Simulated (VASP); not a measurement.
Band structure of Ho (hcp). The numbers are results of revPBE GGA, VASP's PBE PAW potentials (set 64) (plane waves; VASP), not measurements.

The 4f electrons are frozen in the core of the lanthanide potential, so 4f levels, which can set the real gap, and their magnetism are missing.

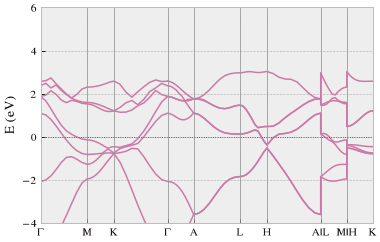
Figure. Bands along high-symmetry lines, zero at the valence-band maximum or, without a gap, the Fermi level

Task: Read the plot: is there a gap, and where are the band edges?

Result: It has no gap at this level: it comes out as a metal or semimetal. (Edges off the drawn lines would not show.)

The compound is Ho in the hcp structure. It was relaxed first.
